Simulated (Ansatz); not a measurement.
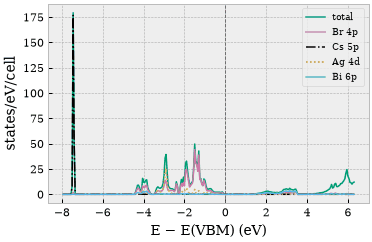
Figure: Total and projected density of states of Cs₂AgBiBr₆ in space group Fm-3m (No. 225; Bi on 4a, Ag on 4b, Cs on 8c, Br on 24e), plane-wave PAW PBE (Ansatz code)

Problem. Which orbitals carry the states next to the gap?

Solution. Top 1 eV of the valence band: Br 4p 68 %, Ag 4d 24 %. Bottom 1 eV of the conduction band: Bi 6p 48 %, Ag 5s 21 %, Br 4p 18 %, Br 4s 7 %. Projections are on Löwdin-orthogonalised atomic valence shells; empty p or d shells of many metals are not among them.

Problem. Where is the tallest occupied peak in this window, and what makes it?

Solution. Near -7.4 eV, about 180 states/eV per cell; the largest projected share is Cs 5p.

The PBE relaxation kept the symmetry of its start; phonons show weakly imaginary modes. The run is not spin-polarised. Spin–orbit coupling is left out wherever it is not named.

Potentials: the later of the program's two PAW sets.
